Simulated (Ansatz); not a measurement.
AlFe (CsCl type)

```xyz
2
Lattice="2.8747 0.0000 0.0000 0.0000 2.8747 0.0000 0.0000 0.0000 2.8747" Properties=species:S:1:pos:R:3 pbc="T T T"
Al     0.0000     0.0000     0.0000
Fe     1.4374     1.4374     1.4374
```

Equation-of-state scan: isotropic scaling of the cell above, V₀ being its volume. Symmetry pins the atoms to their sites.

The numbers are results of PBE (plane waves to 420 eV, PAW, scalar-relativistic; Ansatz, a quantum-chemistry and plane-wave program), not measurements. k mesh 16×16×16 (Γ-centred), Fermi-Dirac smearing 0.05 eV. The energy includes the smearing's −TS. AlFe was relaxed with its symmetry unable to fall. Relaxed AlFe ends ferromagnetic. The magnetic order is the one the run started from; other orders were not tried. The zero of ΔE is the relaxed starting cell.

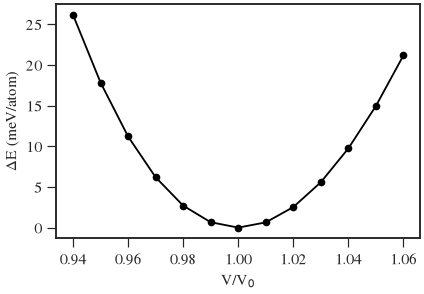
Figure: ΔE (meV/atom) against V/V₀; computed points joined by lines.

### Question
What is ΔE at V/V₀ = 1.060?

### Answer
About 21 meV/atom.

### Question
What is ΔE at V/V₀ = 0.940?

### Answer
About 26 meV/atom.

### Question
What bulk modulus B₀ follows from a third-order Birch-Murnaghan fit?

### Answer
About 180 GPa.

(A scan under strain: stresses follow from slopes of the energy per volume, elastic moduli from its curvatures.)
